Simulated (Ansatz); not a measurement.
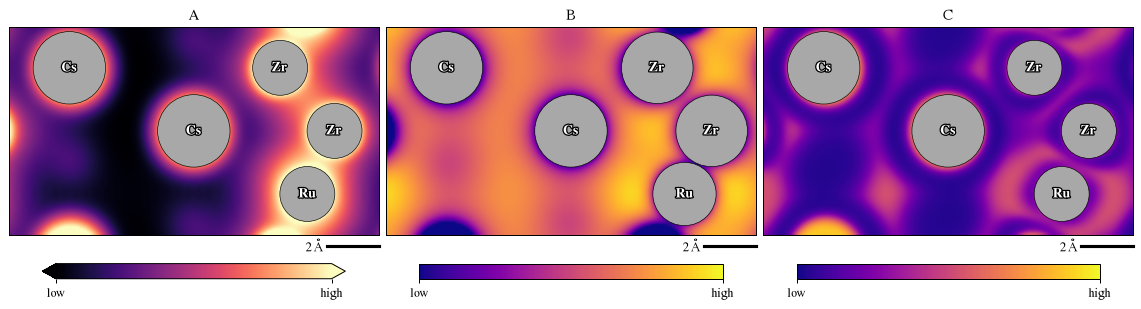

Cs$_{2}$Zr$_{2}$Ru: 3 fields on the (110) plane of the conventional cell, with unlabelled colour scales. Grey discs cover the atomic cores.

Space group P-3m1; a generated structure, not necessarily the stable one; computed without spin polarisation.

These are results of DFT PBE, scalar-relativistic, plane waves, PAW in Ansatz, not measurements.

Which field does each panel show? The fields are: electron localisation function, electrostatic potential energy of an electron and valence pseudo-density.

Answer. Panel A: valence pseudo-density. Panel B: electrostatic potential energy of an electron (low next to the atoms, rising into the space between them). Panel C: electron localisation function. From the grid: Cs–Zr (4.13 Å): ρ is about 0.04 e/Å³ halfway; the ELF is about 0.10 at the midpoint: no localised pair shows between them.
